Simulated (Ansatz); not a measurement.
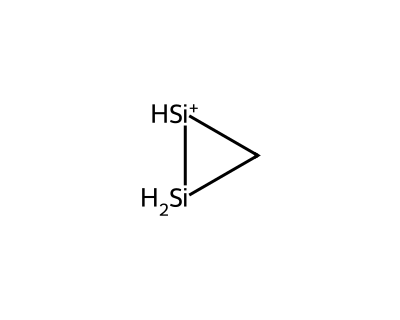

Structural formula above. The species has charge +1 and is a spin singlet. Computed geometry: PBE0-D4/def2-TZVP optimisation. No frequency run is at hand to confirm it as a minimum.

What does the molecule look like in three dimensions?

It has 8 atoms: 1 carbon, 5 hydrogen and 2 silicon (CH5Si2(+)). SMILES: `C1[SiH+][SiH2]1`. Independent rings (smallest set): 1 of 3 members. Among its groups: Si–H bond. This geometry has Cs symmetry. Coordination, clear cases only: 1 Si T-shaped.

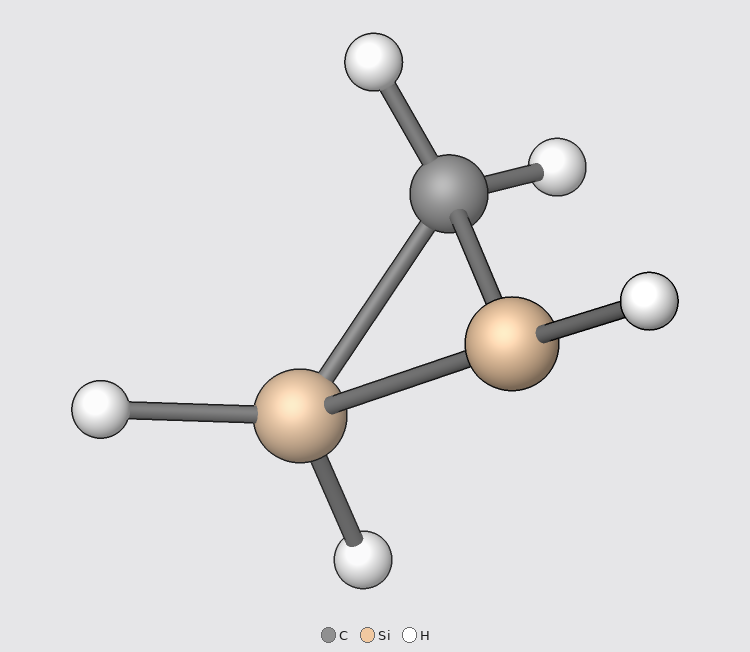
